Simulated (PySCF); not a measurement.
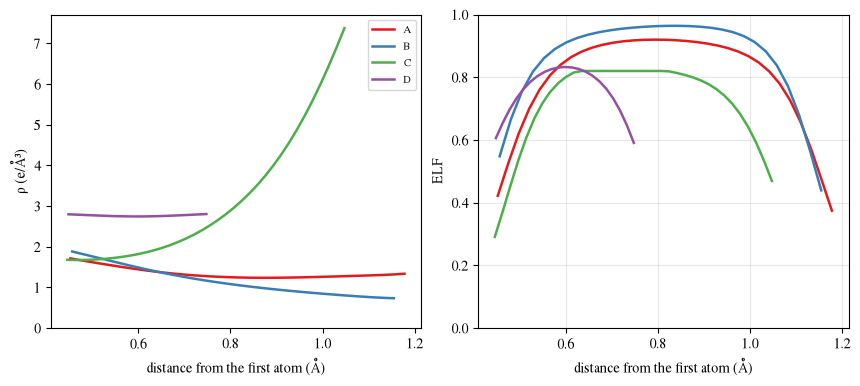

C5H7FS2Si. Electron density and electron localisation function along straight lines between neighbouring atoms. The curves leave out the atomic cores.

Geometry: GFN2-xTB.

Computed with PBE0/pcSseg-1, SCF density, gas phase, non-relativistic in PySCF 2.14.0.

The calculation's input:

```
{"job": {"kind": "nmr", "xc": "PBE0", "basis": "pcSseg-1"}, "charge": 0, "multiplicity": 1}
C      2.636031     0.166440     1.273714
C      1.871070     0.087574     0.356544
C      0.899858     0.011850    -0.709803
Si    -0.258834     1.547615    -0.669399
S     -1.483221     1.407282     1.085896
C     -2.014164    -0.329247     0.898551
S     -0.698037    -1.570791     0.994583
C      0.122795    -1.296265    -0.618188
F     -0.814552    -1.339249    -1.621575
H      3.323862     0.227089     2.062745
H      1.428546     0.002570    -1.670087
H      0.535679     2.745442    -0.479618
H     -1.111153     1.511085    -1.854538
H     -2.679732    -0.542713     1.730844
H     -2.538761    -0.450017    -0.046420
H      0.773014    -2.169721    -0.744659
```

Launched as:

```sh
OMP_NUM_THREADS=1 python probes_run.py task.json out
```

### Which curve belongs to which contact (C–C, C–F, C–S and C–Si)? The first atom named is at distance zero.

Curve A: C–S (1.81 Å): ρ is about 1.2 e/Å³ halfway; the ELF peaks at about 0.90 between the atoms; a shared electron pair. Curve B: C–Si (1.92 Å): the density is about 0.88 e/Å³ at the midpoint; the ELF peaks at about 0.95 between the atoms; a covalent bond. Curve C: C–F (1.37 Å): the density is about 2.1 e/Å³ at the midpoint, with its minimum of 1.7 e/Å³ about 0.5 Å from C; the ELF peaks at about 0.80 between the atoms; a shared but strongly polarised pair. Curve D: C–C (1.20 Å): ρ is about 2.7 e/Å³ halfway; the ELF peaks at about 0.85 between the atoms: a multiple bond.
